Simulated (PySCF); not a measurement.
Geometry relaxation, with input and output: C3H10OSi

C3H10OSi, computed with PBE0-D3(BJ)/def2-SVP geometry optimisation, gas phase (PySCF 2.14.0).

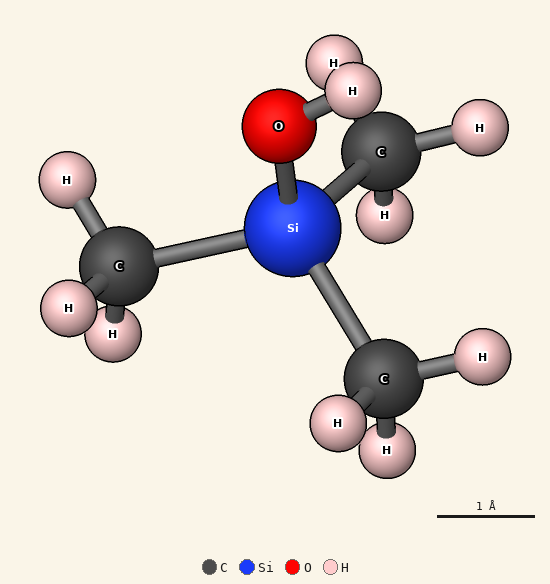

Figure 1. The starting structure (ball-and-stick view, seen at a tilt).

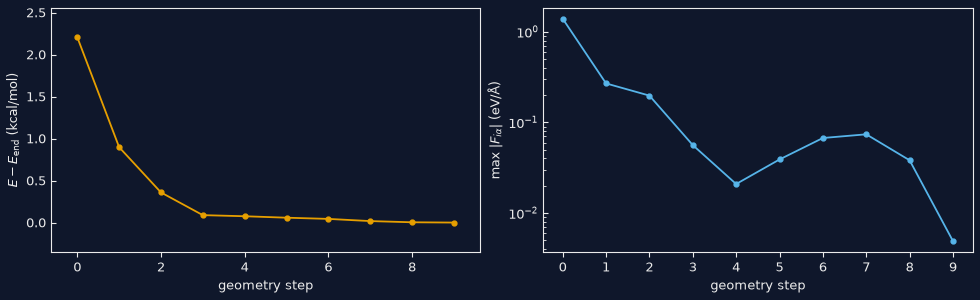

Figure 2. Progress of the relaxation, step by step (steps are counted from 0).

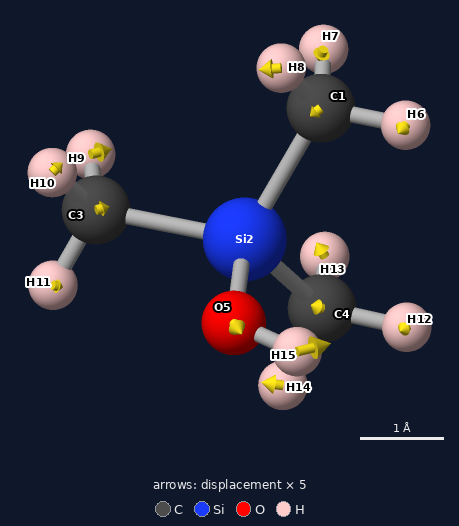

Figure 3. The starting structure with the displacements as yellow arrows, magnified 5 times (ball-and-stick view, seen at a tilt). The two geometries are laid on each other by the best rigid fit. After 9 geometry steps the energy has fallen by 2.21 kcal/mol. The largest force component goes from 1.4 to 0.0049 eV/Å. The largest move after the best rigid fit is that of H15, 0.092 Å. By element the largest moves are H 0.092 Å, O 0.048 Å, C 0.035 Å, Si 0.004 Å. Distances before and after: Si2–O5 1.640 → 1.680 Å, Si2–C3 1.898 → 1.867 Å, C1–Si2 1.907 → 1.878 Å, C1–H7 1.085 → 1.102 Å. Among the angles that change: Si2–O5–H15 121.5° → 116.1°. (Atoms are counted from 1 in the order of the input.)

These pictures come from the run below.

The input:
```
{"job": {"kind": "geom", "xc": "PBE0", "basis": "def2-SVP", "d3": "d3bj", "grid": 1, "maxiter": 40}, "charge": 0, "multiplicity": 1}
C      1.648809    -0.193168    -0.721364
Si     0.047599     0.015358     0.293929
C     -0.705619     1.741744     0.061307
C     -1.179790    -1.357711    -0.202713
O      0.367821    -0.042865     1.900867
H      2.094277    -1.173041    -0.570711
H      1.466376    -0.081858    -1.784962
H      2.390271     0.548133    -0.438167
H     -0.967422     1.924316    -0.975802
H     -0.009107     2.514666     0.369220
H     -1.605507     1.857481     0.656424
H     -0.758681    -2.347543    -0.047044
H     -1.457924    -1.286386    -1.248911
H     -2.092759    -1.297016     0.382381
H      0.757243    -0.814122     2.303634
```

The first line tells a small driver script what to run in PySCF; the rest is the geometry in Å.

Run as:
```bash
OMP_NUM_THREADS=1 python <driver script> task.json out
```

The program's output:
```
step   0  E = -484.55192729  max force = 0.027147
step   1  E = -484.55401338  max force = 0.005240
step   2  E = -484.55487177  max force = 0.003842
step   3  E = -484.55530244  max force = 0.001094
step   4  E = -484.55532339  max force = 0.000407
step   5  E = -484.55535095  max force = 0.000758
step   6  E = -484.55537368  max force = 0.001309
step   7  E = -484.55541514  max force = 0.001437
step   8  E = -484.55543790  max force = 0.000744
step   9  E = -484.55544325  max force = 0.000096
optimisation converged
```

Trajectory as extended XYZ (Å, eV, eV/Å), 10 frames, from step=0 to step=9:
```
15
Properties=species:S:1:pos:R:3:forces:R:3 step=0 energy=-13185.32954
C     1.6488   -0.1932   -0.7214   -0.7737   0.1358   0.5506
Si    0.0476    0.0154    0.2939   -0.3058   0.1290  -1.3960
C    -0.7056    1.7417    0.0613    0.3757  -0.9256  -0.0281
C    -1.1798   -1.3577   -0.2027    0.5815   0.6992   0.3020
O     0.3678   -0.0429    1.9009    0.1035   0.2113   1.0614
H     2.0943   -1.1730   -0.5707    0.1673  -0.5070   0.1028
H     1.4664   -0.0819   -1.7850   -0.1690   0.0567  -0.5827
H     2.3903    0.5481   -0.4382    0.3338   0.4026   0.1832
H    -0.9674    1.9243   -0.9758   -0.1324   0.0750  -0.5660
H    -0.0091    2.5147    0.3692    0.4200   0.3436   0.1739
H    -1.6055    1.8575    0.6564   -0.4611  -0.0198   0.3328
H    -0.7587   -2.3475   -0.0470    0.2685  -0.4651   0.0847
H    -1.4579   -1.2864   -1.2489   -0.1026   0.0832  -0.5933
H    -2.0928   -1.2970    0.3824   -0.4393   0.0845   0.3244
H     0.7572   -0.8141    2.3036    0.1337  -0.3035   0.0503
15
Properties=species:S:1:pos:R:3:forces:R:3 step=1 energy=-13185.38630
C     1.3858   -0.8486   -0.6921    0.1583   0.1638  -0.0426
Si    0.0542    0.0280    0.3047    0.0130  -0.0502   0.0365
C    -0.0069    1.8402   -0.1534   -0.2694   0.0511   0.1517
C    -1.6126   -0.7856   -0.0084    0.1267  -0.2481  -0.1229
O     0.4322   -0.0257    1.9446   -0.0088   0.1012  -0.1161
H     1.5728   -1.8992   -0.4185   -0.1007   0.0160   0.0686
H     1.1589   -0.8225   -1.7713   -0.0299   0.0004   0.0381
H     2.3282   -0.2921   -0.5455    0.0101  -0.0904  -0.0431
H    -0.1939    1.9886   -1.2294    0.0139  -0.0680   0.0206
H     0.8912    2.4128    0.1238    0.0413  -0.1226   0.0224
H    -0.8623    2.2772    0.3909    0.0645   0.1094  -0.0549
H    -1.4937   -1.8744    0.1380   -0.1077   0.0364   0.0019
H    -1.9318   -0.6406   -1.0546    0.0173   0.0178   0.0281
H    -2.4292   -0.4475    0.6471    0.0977   0.1060   0.0455
H     0.6851   -0.8790    2.3053   -0.0262  -0.0228  -0.0339
15
Properties=species:S:1:pos:R:3:forces:R:3 step=2 energy=-13185.40966
C     1.3922   -0.8408   -0.6925    0.1166   0.1398  -0.0217
Si    0.0545    0.0280    0.3001    0.0057  -0.0141  -0.0030
C    -0.0224    1.8400   -0.1441   -0.1976   0.0488   0.0861
C    -1.6019   -0.7964   -0.0169    0.0665  -0.1900  -0.0747
O     0.4289   -0.0179    1.9373    0.0185   0.0396  -0.0084
H     1.5553   -1.8910   -0.4039   -0.0644  -0.0120   0.0325
H     1.1599   -0.8222   -1.7698   -0.0209  -0.0161   0.0082
H     2.3453   -0.3033   -0.5536    0.0112  -0.0537  -0.0198
H    -0.2015    1.9822   -1.2213    0.0240  -0.0158  -0.0113
H     0.8890    2.3886    0.1355    0.0495  -0.0560  -0.0049
H    -0.8675    2.3015    0.3942    0.0443   0.0406  -0.0246
H    -1.5087   -1.8853    0.1366   -0.0619   0.0176   0.0094
H    -1.9240   -0.6467   -1.0606   -0.0025   0.0198   0.0106
H    -2.4006   -0.4317    0.6458    0.0302   0.0728   0.0219
H     0.6796   -0.8734    2.2943   -0.0191  -0.0213  -0.0003
15
Properties=species:S:1:pos:R:3:forces:R:3 step=3 energy=-13185.42138
C     1.4051   -0.8262   -0.6931    0.0191   0.0562   0.0027
Si    0.0553    0.0286    0.2959   -0.0138   0.0112  -0.0282
C    -0.0428    1.8437   -0.1339   -0.0362  -0.0133  -0.0071
C    -1.5904   -0.8158   -0.0280    0.0251  -0.0312   0.0021
O     0.4247   -0.0129    1.9334    0.0273  -0.0201   0.0336
H     1.5319   -1.8774   -0.3885   -0.0077  -0.0158  -0.0084
H     1.1655   -0.8188   -1.7687   -0.0033  -0.0146  -0.0059
H     2.3732   -0.3171   -0.5624    0.0006  -0.0085   0.0091
H    -0.2101    1.9830   -1.2136    0.0141   0.0132  -0.0050
H     0.8888    2.3601    0.1428    0.0149   0.0071  -0.0163
H    -0.8716    2.3334    0.4007    0.0056  -0.0096   0.0153
H    -1.5327   -1.9037    0.1386   -0.0007   0.0039   0.0161
H    -1.9156   -0.6602   -1.0693   -0.0065   0.0087  -0.0051
H    -2.3693   -0.4130    0.6378   -0.0192   0.0103  -0.0125
H     0.6661   -0.8720    2.2895   -0.0193   0.0024   0.0096
15
Properties=species:S:1:pos:R:3:forces:R:3 step=4 energy=-13185.42195
C     1.4077   -0.8226   -0.6931    0.0037   0.0207   0.0007
Si    0.0556    0.0289    0.2957   -0.0066   0.0033  -0.0099
C    -0.0446    1.8439   -0.1336   -0.0079  -0.0069  -0.0056
C    -1.5885   -0.8183   -0.0296    0.0077  -0.0058   0.0040
O     0.4230   -0.0144    1.9345    0.0209  -0.0068   0.0082
H     1.5298   -1.8752   -0.3901   -0.0009  -0.0062  -0.0072
H     1.1688   -0.8155   -1.7690    0.0013  -0.0035  -0.0017
H     2.3773   -0.3175   -0.5599    0.0001  -0.0028   0.0081
H    -0.2123    1.9852   -1.2130    0.0019   0.0053   0.0007
H     0.8894    2.3583    0.1398    0.0037   0.0061  -0.0090
H    -0.8706    2.3342    0.4046    0.0031  -0.0048   0.0113
H    -1.5335   -1.9052    0.1428    0.0015   0.0012   0.0102
H    -1.9118   -0.6648   -1.0719    0.0004  -0.0024  -0.0037
H    -2.3691   -0.4104    0.6316   -0.0107   0.0030  -0.0117
H     0.6568   -0.8748    2.2925   -0.0182  -0.0004   0.0057
15
Properties=species:S:1:pos:R:3:forces:R:3 step=5 energy=-13185.42270
C     1.4135   -0.8156   -0.6923   -0.0192  -0.0390  -0.0038
Si    0.0566    0.0294    0.2950    0.0038  -0.0091   0.0215
C    -0.0470    1.8445   -0.1324    0.0322   0.0068   0.0042
C    -1.5843   -0.8230   -0.0340   -0.0190   0.0298   0.0009
O     0.4185   -0.0171    1.9364    0.0118   0.0181  -0.0319
H     1.5277   -1.8718   -0.3965    0.0070   0.0102  -0.0001
H     1.1792   -0.8049   -1.7694    0.0087   0.0175   0.0037
H     2.3851   -0.3175   -0.5501    0.0006   0.0065   0.0038
H    -0.2202    1.9903   -1.2104   -0.0201  -0.0077   0.0058
H     0.8913    2.3570    0.1318   -0.0111  -0.0011   0.0047
H    -0.8662    2.3341    0.4163   -0.0012   0.0044   0.0001
H    -1.5329   -1.9072    0.1551    0.0027  -0.0037  -0.0011
H    -1.8995   -0.6805   -1.0806    0.0122  -0.0209  -0.0028
H    -2.3722   -0.4046    0.6125    0.0065  -0.0047  -0.0049
H     0.6283   -0.8812    2.3000   -0.0149  -0.0071   0.0000
15
Properties=species:S:1:pos:R:3:forces:R:3 step=6 energy=-13185.42332
C     1.4191   -0.8099   -0.6910   -0.0281  -0.0673  -0.0077
Si    0.0577    0.0297    0.2943    0.0063  -0.0135   0.0359
C    -0.0485    1.8452   -0.1301    0.0486   0.0146   0.0088
C    -1.5798   -0.8275   -0.0396   -0.0314   0.0436  -0.0031
O     0.4139   -0.0185    1.9373    0.0087   0.0272  -0.0475
H     1.5270   -1.8694   -0.4039    0.0096   0.0177   0.0052
H     1.1920   -0.7912   -1.7696    0.0118   0.0276   0.0061
H     2.3916   -0.3174   -0.5372    0.0014   0.0112   0.0007
H    -0.2320    1.9945   -1.2060   -0.0297  -0.0132   0.0076
H     0.8935    2.3566    0.1237   -0.0163  -0.0059   0.0112
H    -0.8603    2.3340    0.4300   -0.0042   0.0085  -0.0070
H    -1.5310   -1.9082    0.1684    0.0025  -0.0062  -0.0069
H    -1.8834   -0.7014   -1.0919    0.0176  -0.0278  -0.0015
H    -2.3763   -0.3983    0.5894    0.0148  -0.0076   0.0008
H     0.5946   -0.8865    2.3073   -0.0116  -0.0090  -0.0026
15
Properties=species:S:1:pos:R:3:forces:R:3 step=7 energy=-13185.42445
C     1.4290   -0.8010   -0.6881   -0.0265  -0.0739  -0.0109
Si    0.0599    0.0300    0.2931    0.0045  -0.0123   0.0378
C    -0.0507    1.8464   -0.1247    0.0484   0.0189   0.0092
C    -1.5715   -0.8353   -0.0511   -0.0336   0.0418  -0.0061
O     0.4070   -0.0199    1.9380    0.0056   0.0212  -0.0474
H     1.5272   -1.8661   -0.4189    0.0083   0.0203   0.0095
H     1.2179   -0.7616   -1.7694    0.0118   0.0298   0.0073
H     2.4017   -0.3170   -0.5104    0.0010   0.0125  -0.0026
H    -0.2592    2.0005   -1.1952   -0.0295  -0.0138   0.0070
H     0.8975    2.3565    0.1087   -0.0155  -0.0091   0.0133
H    -0.8480    2.3335    0.4574   -0.0069   0.0097  -0.0123
H    -1.5274   -1.9086    0.1936    0.0011  -0.0065  -0.0100
H    -1.8492   -0.7456   -1.1143    0.0183  -0.0242   0.0018
H    -2.3843   -0.3870    0.5428    0.0176  -0.0075   0.0071
H     0.5280   -0.8931    2.3199   -0.0045  -0.0067  -0.0038
15
Properties=species:S:1:pos:R:3:forces:R:3 step=8 energy=-13185.42507
C     1.4329   -0.7980   -0.6871   -0.0119  -0.0382  -0.0085
Si    0.0610    0.0296    0.2927    0.0001  -0.0043   0.0198
C    -0.0513    1.8470   -0.1212    0.0228   0.0102   0.0060
C    -1.5681   -0.8382   -0.0566   -0.0174   0.0190  -0.0024
O     0.4062   -0.0212    1.9371    0.0019   0.0069  -0.0226
H     1.5287   -1.8653   -0.4273    0.0034   0.0106   0.0057
H     1.2316   -0.7440   -1.7695    0.0067   0.0159   0.0032
H     2.4043   -0.3159   -0.4964    0.0004   0.0070  -0.0018
H    -0.2762    2.0017   -1.1882   -0.0142  -0.0078   0.0032
H     0.8991    2.3570    0.1016   -0.0068  -0.0053   0.0065
H    -0.8417    2.3331    0.4713   -0.0042   0.0051  -0.0080
H    -1.5258   -1.9078    0.2055   -0.0002  -0.0032  -0.0057
H    -1.8307   -0.7689   -1.1249    0.0097  -0.0102   0.0013
H    -2.3883   -0.3817    0.5201    0.0097  -0.0032   0.0052
H     0.4961   -0.8958    2.3244    0.0000  -0.0025  -0.0021
15
Properties=species:S:1:pos:R:3:forces:R:3 step=9 energy=-13185.42521
C     1.4328   -0.7981   -0.6878   -0.0018  -0.0049  -0.0038
Si    0.0611    0.0290    0.2929   -0.0009  -0.0001   0.0036
C    -0.0513    1.8468   -0.1198    0.0018   0.0014   0.0034
C    -1.5683   -0.8378   -0.0568   -0.0024   0.0006   0.0006
O     0.4083   -0.0225    1.9362    0.0012   0.0000  -0.0028
H     1.5301   -1.8653   -0.4300    0.0001   0.0014   0.0004
H     1.2342   -0.7385   -1.7703    0.0018   0.0031  -0.0001
H     2.4030   -0.3144   -0.4941   -0.0002   0.0014   0.0004
H    -0.2812    1.9999   -1.1860   -0.0015  -0.0021   0.0001
H     0.8989    2.3573    0.1010   -0.0006  -0.0008   0.0003
H    -0.8412    2.3330    0.4735   -0.0009   0.0010  -0.0019
H    -1.5259   -1.9072    0.2065   -0.0007  -0.0003  -0.0010
H    -1.8278   -0.7720   -1.1260    0.0015  -0.0003   0.0000
H    -2.3889   -0.3810    0.5186    0.0016   0.0001   0.0012
H     0.4940   -0.8975    2.3236    0.0012  -0.0004  -0.0003
```

Key numbers:

| quantity | value |
| --- | --- |
| outcome | converged |
| total energy | −484.555443 hartree |
| dipole moment | 1.37 D |
| point group | Cs |
| hardware | 1 CPU thread, shared host |
| wall time | 87 s |
| peak memory | 0.51 GiB |
